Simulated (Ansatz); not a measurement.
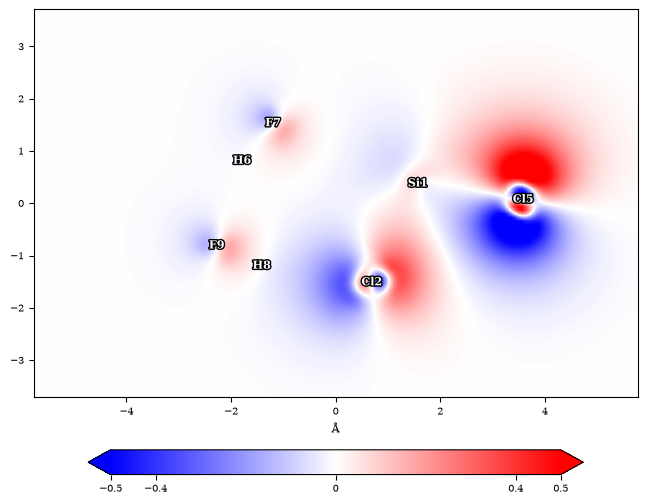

Figure 1: Cl2H2Si···HF···HF. The HOMO−1 on the plane of atoms Cl2, Si1 and Cl5 (values in Å⁻³ᐟ²; the overall sign is arbitrary).

The reactant side of a reaction path; geometry: PBE0-D4/def2-TZVP.

Level of theory: RKS PBE0-D4/def2-TZVPP (Ansatz).

Input

```
crystal:
  periodic: [false, false, false]
  atoms:
    - {symbol: Si, position_ang: [-0.858956, 0.914099, -0.654916]}
    - {symbol: Cl, position_ang: [1.217409, 0.930990, -0.828237]}
    - {symbol: H, position_ang: [-1.345016, -0.366807, -1.184236]}
    - {symbol: H, position_ang: [-1.199327, 1.226694, 0.739278]}
    - {symbol: Cl, position_ang: [-1.545241, 2.418635, -1.849936]}
    - {symbol: H, position_ang: [0.353155, -1.595886, 1.275232]}
    - {symbol: F, position_ang: [-0.558924, -1.388182, 1.235006]}
    - {symbol: H, position_ang: [1.937350, -0.699663, 0.346925]}
    - {symbol: F, position_ang: [1.999652, -1.439882, 0.920983]}
basis:
  gaussian: {orbitals: def2-TZVPP}
hamiltonian: {xc: pbe0, dispersion: d4}
output: {orbitals: {seedname: orbitals}}
```

Launched as:

```sh
ansatz run in.yaml --threads 8 --pin off --events-out ev --progress --plain --max-ram 19148MiB
```

**What is the character of this orbital?**

By Hirshfeld shares it lies mainly on Cl5 (about 75 %) and Cl2 (about 15 %); largely a lone pair of Cl5. Its energy is −9.75 eV.
